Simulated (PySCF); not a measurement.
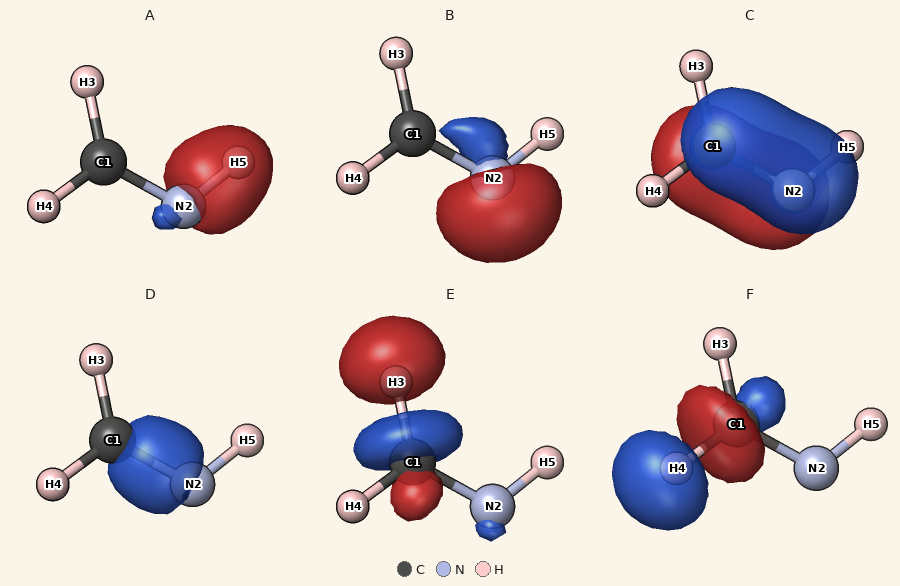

CH₃N, SMILES `C=N`. Intrinsic bond orbitals (IBO), occupied and valence-virtual; each surface holds about 70 % of the orbital's density. Energies are diagonal elements of the Fock matrix.

Computed with PySCF, PBE/def2-SVPD, geometry: GFN2-xTB. No frequency check shows the geometry to be a minimum.

**What does each orbital represent in a Lewis picture?**

By panel:
- A: σ bond N2–H5 (N2 62 %, H5 37 %; −14.6 eV)
- B: lone pair on N2 (sp2.1-type) (N2 97 %; −7.7 eV)
- C: π bond N2–C1 (N2 55 %, C1 45 %; −8.4 eV)
- D: σ bond N2–C1 (N2 56 %, C1 44 %; −19.4 eV)
- E: σ* orbital H3–C1 (H3 55 %, C1 42 %; 8.1 eV)
- F: σ* orbital H4–C1 (H4 57 %, C1 41 %; 8.2 eV)
